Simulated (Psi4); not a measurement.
**UCCSD(T)/def2-SVP (sweep point 6) run of [OF2]+ (SMILES F[O+]F)**

Aim: the vertical ionisation energy of [OF2]+ at UCCSD(T)/def2-SVP (sweep point 6), from 2 runs. 

The calculation is run with Psi4 1.11.

4 further runs of the same task are left out: 4 set aside as unsound or not needed.

### Step 1. Starting point

The species is [OF2]+ (3 atoms), meant as a doublet with charge +1. SMILES: `F[O+]F`. Geometry: relaxed at GFN2-xTB.

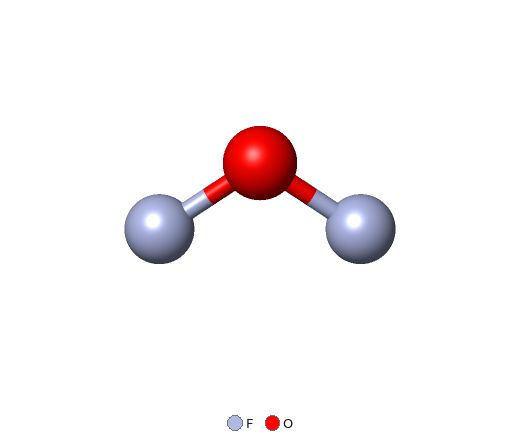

Viewed from a chosen angle; fluorine light blue, oxygen red.

### Step 2. The energy at UCCSD(T)/def2-SVP (sweep point 6)

job.inp reads:

```
memory 1600 MB

molecule geom {
  1 2
  F      0.928320    -0.299370     0.478940
  O      0.000600     0.484920     0.053430
  F     -0.928920    -0.185540    -0.532380
  units angstrom
  symmetry c1
}

set {
  basis           def2-SVP
  reference       uhf
  puream          true
  scf_type        pk
  num_frozen_docc 3
  d_convergence   1e-08
  e_convergence   1e-08
  maxiter         150
}

energy("ccsd(t)")
```

Started as:

```console
$ psi4 job.inp job.out -n 1
```

job.out:

```text
[...]
  Running in c1 symmetry.
[...]
  Nuclear repulsion =   79.441141796696542
[...]
  Multiplicity = 2
[...]
  Nalpha       = 13
  Nbeta        = 12
[...]
    Number of basis functions: 42
[...]
   @UHF iter   1:  -272.52223684915754    3.65844e-01   1.80446e-02 ADIIS/DIIS
[...]
   @UHF iter  18:  -272.75539861585969   -2.27374e-12   8.26126e-09 DIIS
[...]
   @S^2 Observed:                7.826520164E-01
[...]
    Orbital Energies [Eh]
    ---------------------
    Alpha Occupied:
       1A    -26.822941     2A    -26.822849     3A    -21.344076
       4A     -2.286210     5A     -2.069254     6A     -1.695306
       7A     -1.372374     8A     -1.285804     9A     -1.277061
      10A     -1.152241    11A     -1.094496    12A     -1.070346
      13A     -1.049399
    Alpha Virtual:
      14A     -0.197739    15A     -0.126781    16A      0.620207
      17A      0.652781    18A      0.710375    19A      0.734821
      20A      0.979643    21A      1.055615    22A      1.059169
      23A      1.092337    24A      1.118507    25A      1.230957
[...]
  @UHF Final Energy:  -272.75539861585969
   => Energetics <=
    Nuclear Repulsion Energy =             79.4411417966965416
    One-Electron Energy =                -527.3308906082116891
    Two-Electron Energy =                 175.1343501956554007
    Total Energy =                       -272.7553986158596899
  UHF NO Occupations:
  HONO-2 :   11  A 1.9941271
  HONO-1 :   12  A 1.9922678
[...]
 Multipole Moments:
 ------------------------------------------------------------------------------------
     Multipole            Electronic (a.u.)      Nuclear  (a.u.)        Total (a.u.)
 ------------------------------------------------------------------------------------
 L = 1.  Multiply by 2.5417464519 to convert [e a0] to [Debye]
 Dipole X            :         -0.0049830            0.0222006            0.0172176
 Dipole Y            :         -0.0918061            0.4108900            0.3190838
 Dipole Z            :         -0.0000000            0.0000000           -0.0000000
 Magnitude           :                                                    0.3195480
[...]
      * MP2 total energy                      = -273.299094933937567
[...]
      * CCSD total energy                     = -273.326534308000817
[...]
      * CCSD(T) total energy                     = -273.344175286679842
[...]
```

It took 5.1 s on 1 thread of Intel Xeon 6975P-C (Granite Rapids), shared host; peak memory 0.21 GiB.

### Step 3. Singlet [OF2]2+ at the same level

input.in reads:

```
memory 1.6 GB

molecule geom {
  2 1
  F      0.928320    -0.299370     0.478940
  O      0.000600     0.484920     0.053430
  F     -0.928920    -0.185540    -0.532380
  units angstrom
  symmetry c1
}

set basis def2-SVP
set puream true
set scf_type pk
set num_frozen_docc 3
set d_convergence 1e-08
set e_convergence 1e-08

e = energy('ccsd(t)')
```

Started as:

```console
$ psi4 input.in input.out -n 1
```

input.out:

```text
[...]
  Running in c1 symmetry.
[...]
  Nuclear repulsion =   79.441141796696542
[...]
  Multiplicity = 1
[...]
  Nalpha       = 12
  Nbeta        = 12
[...]
    Number of basis functions: 42
[...]
   @RHF iter   1:  -271.28887492203449    1.59921e+00   2.55206e-02 ADIIS/DIIS
[...]
   @RHF iter  14:  -271.74851131760596   -8.01492e-12   8.10552e-09 DIIS
[...]
    Orbital Energies [Eh]
    ---------------------
    Doubly Occupied:
       1A    -27.309058     2A    -27.308944     3A    -21.864657
       4A     -2.701489     5A     -2.499682     6A     -2.073419
       7A     -1.713530     8A     -1.708061     9A     -1.628293
      10A     -1.528103    11A     -1.502199    12A     -1.480117
[...]
  @RHF Final Energy:  -271.74851131760596
   => Energetics <=
    Nuclear Repulsion Energy =             79.4411417966965416
    One-Electron Energy =                -515.7442068407513034
    Two-Electron Energy =                 164.5545537264487734
    Total Energy =                       -271.7485113176059599
[...]
 Multipole Moments:
 ------------------------------------------------------------------------------------
     Multipole            Electronic (a.u.)      Nuclear  (a.u.)        Total (a.u.)
 ------------------------------------------------------------------------------------
 L = 1.  Multiply by 2.5417464519 to convert [e a0] to [Debye]
 Dipole X            :         -0.0016031            0.0222006            0.0205975
 Dipole Y            :         -0.0285009            0.4108900            0.3823891
 Dipole Z            :         -0.0000000            0.0000000           -0.0000000
 Magnitude           :                                                    0.3829434
[...]
      * MP2 total energy                      = -272.399081270420879
[...]
      * CCSD total energy                     = -272.400068643021939
[...]
      * CCSD(T) total energy                  = -272.441715428060036
[...]
```

It took 2.6 s on 1 thread of Intel Xeon 6975P-C (Granite Rapids), shared host; peak memory 0.2 GiB.

### Step 4. Summary of results

Level: UCCSD(T)/def2-SVP (sweep point 6), 3 core orbitals frozen.

| quantity | value |
| --- | --- |
| doublet [OF2]+: total energy | -273.34418 Eh |
| doublet [OF2]+: HOMO energy (Hartree–Fock orbitals) (highest over α and β) | -28.56 eV |
| doublet [OF2]+: LUMO energy (Hartree–Fock orbitals) (lowest over α and β) | -10.02 eV |
| doublet [OF2]+: correlation energy (3 core orbitals frozen) | -588.8 mEh |
| doublet [OF2]+: (T) correction | -17.64 mEh |
| doublet [OF2]+: ⟨S²⟩ of the reference determinant | 0.783 |
| doublet [OF2]+: T1 diagnostic | 0.059 |
| singlet [OF2]2+: total energy | -272.44172 Eh |
| singlet [OF2]2+: HOMO energy (Hartree–Fock orbitals) | -40.28 eV |
| singlet [OF2]2+: LUMO energy (Hartree–Fock orbitals) | -25.14 eV |
| singlet [OF2]2+: HOMO–LUMO gap (Hartree–Fock orbitals) | 15.14 eV |
| singlet [OF2]2+: correlation energy (3 core orbitals frozen) | -693.2 mEh |
| singlet [OF2]2+: (T) correction | -41.65 mEh |
| singlet [OF2]2+: T1 diagnostic | 0.060 |
| vertical ionisation energy (to the singlet dication) | 24.557 eV |

In words: Removing an electron at fixed nuclei costs 24.56 eV (566 kcal/mol). Only the singlet of the ionised species was computed; a triplet could lie lower. The T1 diagnostic (doublet [OF2]+) of 0.059 is above the customary mark for such species, so a single reference may not serve. The triples (doublet [OF2]+) make up 3.0 % of the correlation energy. The T1 diagnostic (singlet [OF2]2+) of 0.060 is above the customary mark for such species, so a single reference may not serve. The triples (singlet [OF2]2+) make up 6.0 % of the correlation energy.
